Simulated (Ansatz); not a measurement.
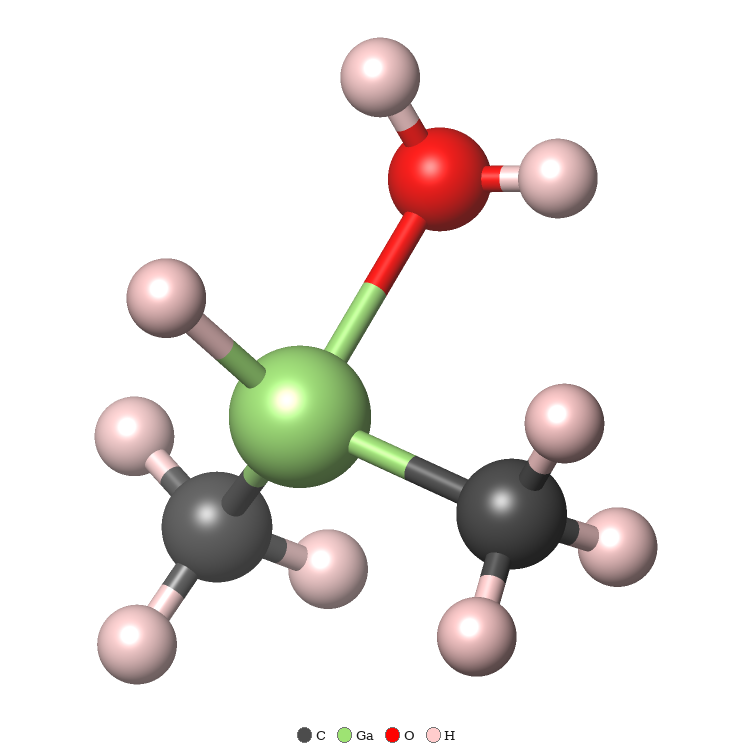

A ball-and-stick model of a molecule. Every bond is drawn as one stick, whatever its order.

The computed structure is the end point of a PBE0-D4/def2-TZVP optimisation.

Description:

It has 13 atoms: 2 carbon, 9 hydrogen, 1 gallium and 1 oxygen (C2H9GaO). SMILES: `[CH3][GaH-]([CH3])[OH2+]`. The point group is C1. Coordination, clear cases only: 2 C tetrahedral; 1 O trigonal pyramidal.

More results for the same structure follow; atom numbers are the same in all pictures, views and colours differ.

## Charges

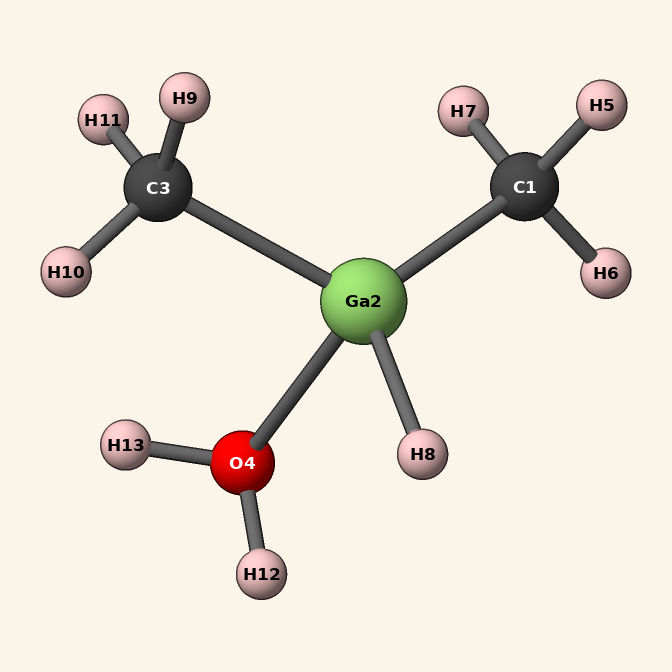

The questions are on Mulliken charges. Properties computed with RKS PBE0-D4/def2-TZVP (Ansatz 0.2.0).

Give the Mulliken charges atom by atom.

| atom | value (e) |
| --- | --- |
| C1 | −0.56 |
| Ga2 | 0.34 |
| C3 | −0.60 |
| O4 | −0.56 |
| H5 | 0.13 |
| H6 | 0.13 |
| H7 | 0.13 |
| H8 | −0.12 |
| H9 | 0.14 |
| H10 | 0.13 |
| H11 | 0.13 |
| H12 | 0.36 |
| H13 | 0.36 |

## Levels of theory compared

Program: Ansatz 0.2.0.

Tabulate HOMO–LUMO gap (eV), dipole (D) at these levels: B3LYP-D4/def2-TZVPP; PBE-D4/def2-TZVPP; r2SCAN-D4/def2-TZVPP; ωB97M-V/def2-TZVPP.

```
               level  HOMO–LUMO gap (eV)  dipole (D)
 B3LYP-D4/def2-TZVPP                6.28        3.24
   PBE-D4/def2-TZVPP                4.78        3.21
r2SCAN-D4/def2-TZVPP                5.65        3.26
  ωB97M-V/def2-TZVPP               10.63        3.25
```

## Vibrations

Harmonic vibrations computed with RKS PBE0-D4/def2-TZVP (Ansatz 0.2.0) at a stationary point of the same level.

> How many vibrational modes are there, and where do they lie?

33 modes: 73, 94, 102, 121, 132, 152, 237, 397, 442, 540, 545, 580, 619, 662, 744, 759, 767, 1219, 1223, 1448, 1450, 1456, 1459, 1623, 1870, 3035, 3044, 3114, 3118, 3122, 3135, 3818, 3920 cm⁻¹.

Mulliken values depend strongly on the basis set and can even reverse the polarity of a bond.
